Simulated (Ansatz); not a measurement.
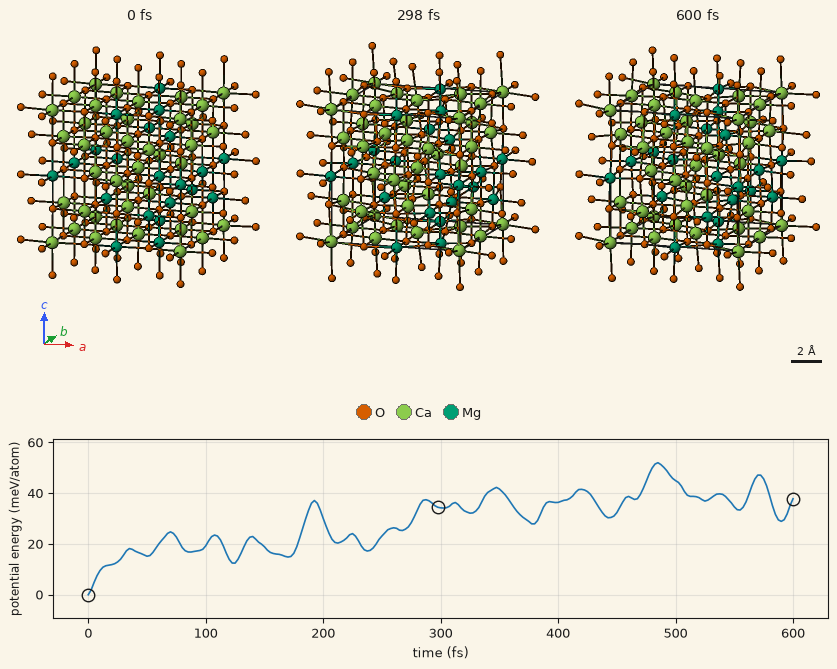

Molecular dynamics of a 64-atom cell of O$_{32}$Ca$_{20}$Mg$_{12}$, 600 fs long. Frames and the history of the run. The picture is a ball-and-stick view of the simulation cell, seen slightly off an axis. Bonds to atoms that aren't drawn are left out.

Theory: DFT, PBEsol, PAW, plane waves in Ansatz 0.2.0. Set-up: plane-wave cutoff 420 eV; k-point mesh 1 × 1 × 1; Fermi-Dirac smearing 0.01 eV; Langevin thermostat (NVT); set temperature 600 K, then 600 K at the end of 120 steps, then 600 K at the end of 120 steps; time step 2.5 fs.

**Describe the run.**

In the second half of the run the atoms are, in the root-mean-square, this far from where they began (common drift taken out): O 0.22 Å, Mg 0.20 Å, Ca 0.16 Å. That is small against the typical shortest distance between atoms in the first frame, about 2.3 Å: the atoms vibrate about their sites and the arrangement holds. Over the second half the temperature averages 621 K (spread ±53 K). The potential energy in the second half lies on average 37.7 meV per atom above the first frame.

Limits of the set-up: the program's low-accuracy preset was used.

The run took 3.1 min on 1 × NVIDIA H100 80GB HBM3 with 2 threads of AMD EPYC 7R13 Processor, peak memory 1.3 GiB.
